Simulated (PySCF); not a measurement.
**C5H10O2Si: electronic excitations**

Aim: predict the electronic excitations of C5H10O2Si (`C=C(C[SiH3])OC(C)=O`).

The runs use PySCF 2.14.0, with density-fitted response routines of our own; the level of theory stands in each step. All values are computed, except where a source is named. Atoms count from 0, in the outputs and in this text.

### Step 1. The molecule as given

18 atoms, charge 0, multiplicity 1; geometry from: GFN2-xTB.

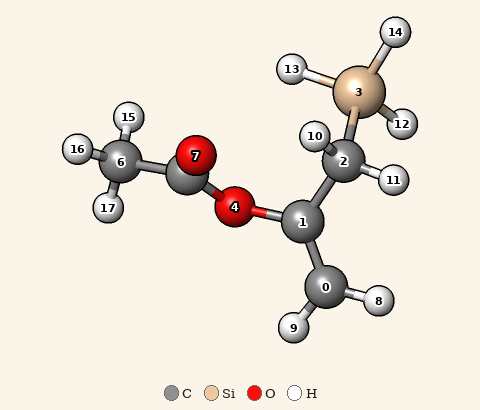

The starting geometry (carbon grey, silicon light orange, oxygen red, hydrogen white), atoms numbered.

### Step 2. Ultraviolet spectrum: CAM-B3LYP/def2-SVPD

The job: settings as JSON, then the geometry in Å.

```
{"job": {"kind": "uv", "xc": "CAM-B3LYP", "basis": "def2-SVPD", "nstates": 8, "ntriplets": 3}, "charge": 0, "multiplicity": 1}
C      0.407459    -2.332777     0.505015
C      0.295705    -1.015624     0.423230
C      1.243179    -0.024340     0.992142
Si     2.139024     0.941036    -0.392452
O     -0.748287    -0.504871    -0.359983
C     -1.573058     0.440636     0.109122
C     -2.553161     0.846492    -0.961235
O     -1.539851     0.897567     1.219645
H      1.218462    -2.785381     1.043630
H     -0.308124    -2.985737     0.038463
H      0.695768     0.679752     1.619641
H      1.960501    -0.543552     1.625119
H      2.946419    -0.000855    -1.168664
H      1.161838     1.586707    -1.271403
H      2.979270     1.955009     0.243773
H     -2.047075     1.505786    -1.663773
H     -3.387599     1.375536    -0.511227
H     -2.899230    -0.029069    -1.502697
```

Method: TDDFT CAM-B3LYP/def2-SVPD, vertical, gas phase, core orbitals frozen in the response.

Run with:

```sh
$ OMP_NUM_THREADS=1 python probes_run.py task.json out
```

This one command runs all jobs of the session in turn.

Log:

```text
coarse grid: 15432 points
cycle   1  E = -635.7031900072  dE =  1.180e+00  |g| = 9.298e-01  |ddm| = 6.807e+00
cycle   2  E = -635.5303495068  dE =  1.728e-01  |g| = 1.387e+00  |ddm| = 2.762e+00
cycle   3  E = -635.8736787232  dE = -3.433e-01  |g| = 1.850e-01  |ddm| = 1.723e+00
cycle   4  E = -635.8794411538  dE = -5.762e-03  |g| = 7.206e-02  |ddm| = 2.778e-01
cycle   5  E = -635.8803352384  dE = -8.941e-04  |g| = 1.691e-02  |ddm| = 8.977e-02
cycle   6  E = -635.8803977508  dE = -6.251e-05  |g| = 4.329e-03  |ddm| = 3.289e-02
cycle   7  E = -635.8804023607  dE = -4.610e-06  |g| = 1.331e-03  |ddm| = 9.689e-03
final grid: 144104 points
cycle   8  E = -635.9948568079  dE = -3.603e-05  |g| = 4.277e-03  |ddm| = 9.622e-02
cycle   9  E = -635.9948556905  dE =  1.117e-06  |g| = 5.100e-03  |ddm| = 1.449e-02
cycle  10  E = -635.9948608244  dE = -5.134e-06  |g| = 5.681e-04  |ddm| = 6.007e-03
cycle  11  E = -635.9948608825  dE = -5.811e-08  |g| = 2.157e-04  |ddm| = 9.991e-04
cycle  12  E = -635.9948608898  dE = -7.348e-09  |g| = 1.119e-04  |ddm| = 4.185e-04
cycle  13  E = -635.9948608923  dE = -2.492e-09  |g| = 1.537e-05  |ddm| = 1.500e-04
cycle  14  E = -635.9948608924  dE = -6.298e-11  |g| = 4.897e-06  |ddm| = 3.928e-05
converged SCF energy = -635.9948608924

Static polarisability (au): isotropic 94.140, principal 81.418 95.371 105.630

Singlet excitations
state   eV       nm        f      main configurations
  1   5.7489    215.7   0.01914   H-1->L 0.46, H->L 0.20, H-1->L+3 0.13
  2   6.5922    188.1   0.29738   H->L 0.74, H-1->L 0.16
  3   6.8243    181.7   0.00382   H->L+1 0.76, H->L+2 0.09
  4   7.2844    170.2   0.16918   H->L+3 0.64, H->L+2 0.18
  5   7.6807    161.4   0.03412   H->L+2 0.41, H->L+1 0.17, H->L+3 0.16
  6   7.8179    158.6   0.00719   H->L+4 0.46, H->L+7 0.18
  7   7.8746    157.4   0.01465   H->L+5 0.27, H-2->L 0.23, H->L+2 0.10
  8   7.9231    156.5   0.06794   H->L+5 0.31, H-2->L 0.24

Triplet excitations (Tamm-Dancoff, eV): 4.2272 5.3031 6.1576
```

Wall time 67 s (1 thread of Arm Neoverse V1, shared host); peak memory 1.2 GiB.

The orbitals next to the gap, with their largest atomic shares:

```csv
orbital,eV,atoms
HOMO−3,-11.07,"Si3 23 %, H14 20 %, C2 18 %"
HOMO−2,-10.77,"O4 28 %, O7 26 %, C2 12 %"
HOMO−1,-9.76,"O7 62 %, C6 9 %, C5 8 %"
HOMO,-8.53,"C0 33 %, C1 24 %, C2 10 %"
LUMO,0.74,"C5 18 %, C0 16 %, C1 15 %"
LUMO+1,1.03,"Si3 26 %, C6 10 %, C0 8 %"
LUMO+2,1.50,"Si3 36 %, H13 11 %, H12 10 %"
```

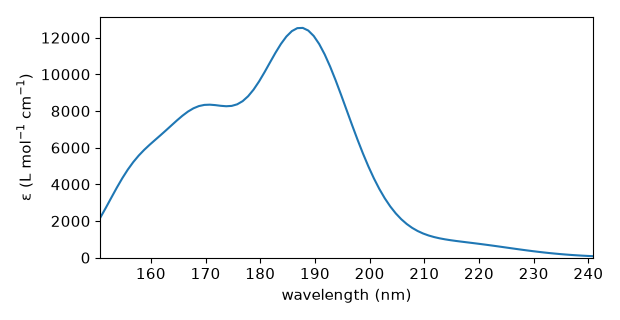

Absorption spectrum: each of the 8 states is a Gaussian band of 0.4 eV half-width at 1/e. Beyond the last state computed it falls off for lack of states.

Ground-state properties from the same run:

```csv
property,computed
dipole moment (D),1.55
polarisability (Å³),13.95
HOMO–LUMO gap (eV),9.26
−ε(HOMO) (eV),8.53
```

### Step 3. What came out

| quantity | value |
| --- | --- |
| lowest singlet (CAM-B3LYP/def2-SVPD) | 5.75 eV (216 nm), f = 0.019 |
| brightest single state of those computed | state 2, 6.59 eV, f = 0.297 |
| lowest triplet | 4.23 eV |

What this shows: The first singlet state (HOMO−1→LUMO 0.46, HOMO→LUMO 0.20) lies at 5.75 eV and is weak; of the 8 states computed, the strongest absorption comes from state 2 at 6.59 eV. The lowest triplet lies 1.52 eV below the lowest singlet (triplets in Tamm-Dancoff, singlets in full TDDFT).
